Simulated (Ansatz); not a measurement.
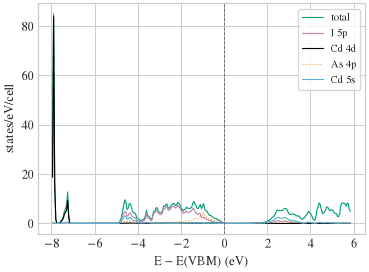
Figure: Total and projected density of states of Cd$_{3}$AsI$_{3}$ in space group Pm (No. 6; Pearson symbol mP7), LDA in the plane-wave PAW code Ansatz

Problem. Which orbitals carry the states next to the gap?

Solution. Top 1 eV of the valence band: As 4p 56 %, I 5p 31 %. Bottom 1 eV of the conduction band: Cd 5s 53 %, I 5p 20 %, As 4s 10 %, As 4p 6 %, outside the projected shells 6 %. Projections are on Löwdin-orthogonalised atomic valence shells; empty p or d shells of many metals are not among them.

The first step of the workflow began from a Materials Project structure, measured or hypothetical; the Crystallography Open Database copy checked does not list it. Whether it is the stable phase at ambient conditions was not checked. The LDA relaxation kept the symmetry of its start; its stability against distortions is not shown here. Scalar-relativistic: spin–orbit coupling is off unless named, which matters more the heavier the elements.

Potentials: the later of the program's two PAW sets.
